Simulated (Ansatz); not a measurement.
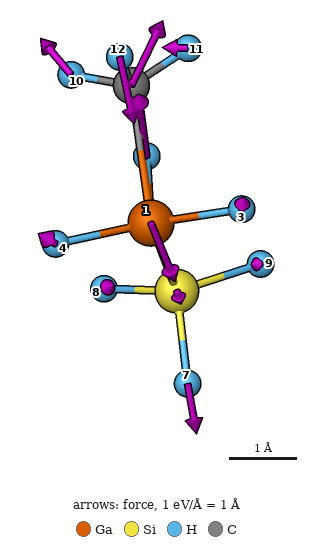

Starting geometry of CH9GaSi (started from a transition state, displaced along its imaginary mode) with the computed forces as purple arrows. The picture is a ball-and-stick view, seen from a free direction.

Level of theory: RKS PBE0-D4/def2-TZVP (Ansatz).

Input
```yaml
crystal:
  periodic: [false, false, false]
  atoms:
    - {symbol: Ga, position_ang: [-1.136794, -0.640163, 0.004080]}
    - {symbol: Si, position_ang: [-0.455403, 1.737418, 0.175601]}
    - {symbol: H, position_ang: [-1.628142, -0.921437, -1.434237]}
    - {symbol: H, position_ang: [-1.491441, -1.176662, 1.399851]}
    - {symbol: H, position_ang: [0.618559, -0.161296, -0.033571]}
    - {symbol: C, position_ang: [1.110974, -1.230430, -0.161546]}
    - {symbol: H, position_ang: [-1.777265, 2.330888, 0.353883]}
    - {symbol: H, position_ang: [0.408540, 2.189837, 1.330855]}
    - {symbol: H, position_ang: [0.164941, 2.358671, -1.048342]}
    - {symbol: H, position_ang: [1.717855, -1.161746, 0.722352]}
    - {symbol: H, position_ang: [1.690779, -1.037940, -1.077966]}
    - {symbol: H, position_ang: [0.777397, -2.287139, -0.230959]}
basis:
  gaussian: {orbitals: def2-TZVP}
hamiltonian: {xc: pbe0, dispersion: d4}
relax: {f_tol: 0.005, max_steps: 200}
```

Run as
```bash
ansatz run in.yaml --threads 4 --pin off --events-out ev --progress --plain --max-ram 9574MiB
```

Is this structure relaxed? If not, where do the atoms go?

It isn't relaxed: the largest force vector, on H5, is 1.65 eV/Å. The final displacements follow the starting forces only in part (cosine between the two patterns 0.46). H5 moves most after the best rigid fit: 1.42 Å. Largest moves by element: H 1.42 Å, Ga 0.40 Å, C 0.31 Å, Si 0.29 Å. Among the contacts that change: Si2–H5 2.191 → 3.580 Å, Ga1–H5 1.820 → 2.592 Å, Ga1–C6 2.330 → 2.987 Å, H5–C6 1.184 → 1.094 Å. Bonds break: Ga1–H5 (1.82 → 2.59 Å). Bond angles that change, for instance: H5–C6–H12 137.8° → 112.2°, H3–Ga1–H4 135.1° → 118.2°, H5–C6–H10 95.1° → 107.9°. The energy falls by 107.9 kJ/mol in 66 accepted moves (76 points after the start). The largest force component goes from 1.6 to 0.0034 eV/Å. The line search rejected the trial steps at points 4, 19, 23, 25, 26, 34, 35, 40 and more of the run. The forces were under the threshold at step 13, but the run went on from there. Cost: 3.2 min on 4 threads of Arm Neoverse V1, on a shared host.
